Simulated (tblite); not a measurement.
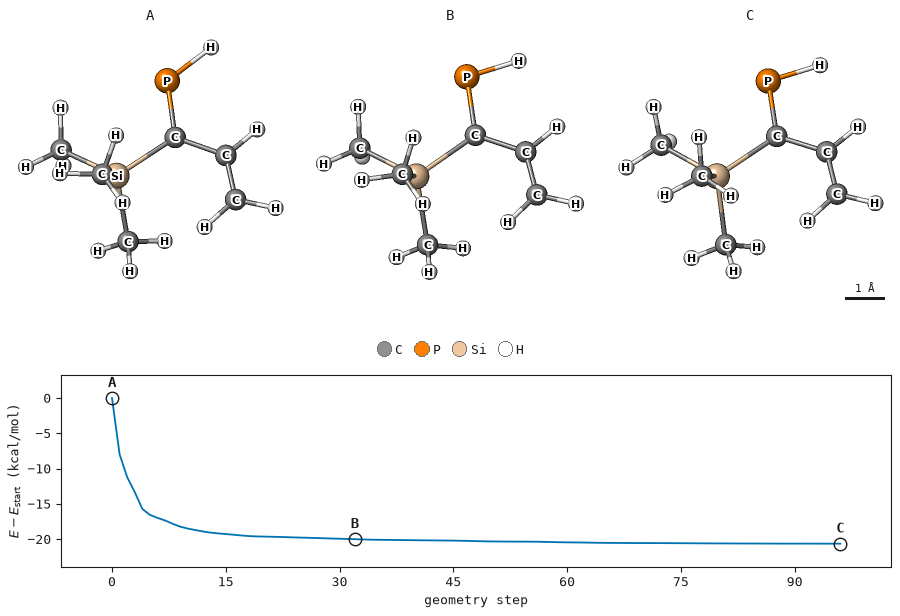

Frames of a relaxation of C₆H₁₃PSi, marked on the history of the run. The picture is a ball-and-stick view, seen at a tilt.

The calculation used GFN2-xTB geometry optimisation, gas phase (tblite 0.8.0). 

Q: Describe the path.

A: An H atom moves most after the best rigid fit: 0.64 Å. By element the largest moves are H 0.64 Å, P 0.26 Å, C 0.17 Å, Si 0.05 Å. Among the contacts that change: C–Si 1.848 → 1.907 Å, C–H 1.136 → 1.086 Å, H–P 1.462 → 1.414 Å, C–Si 1.866 → 1.914 Å. Among the angles between lasting bonds that change: C–P–H 120.6° → 97.5°, H–C–H 115.1° → 107.7°, Si–C–H 105.0° → 111.0°. Groups turn about C–Si by about 25°, C–Si by about 25°. After 96 geometry steps the energy has fallen by 20.6 kcal/mol. The run took 1.5 s on 1 thread of Arm Neoverse N1, on a shared host. From step 0 to 32: an H atom moves most (0.45 Å), energy −20.0 kcal/mol. From step 32 to 96: an H atom moves most (0.43 Å), energy −0.64 kcal/mol.

```tsv
step	E − E(0), kcal/mol
0	0.00
1	-7.97
2	-11.21
3	-13.33
4	-15.72
5	-16.56
6	-16.98
7	-17.35
8	-17.82
9	-18.23
10	-18.50
15	-19.27
19	-19.60
24	-19.75
28	-19.87
33	-20.04
37	-20.11
42	-20.17
46	-20.22
51	-20.33
55	-20.35
60	-20.45
64	-20.51
69	-20.55
73	-20.56
78	-20.59
82	-20.61
87	-20.62
91	-20.63
96	-20.64
```
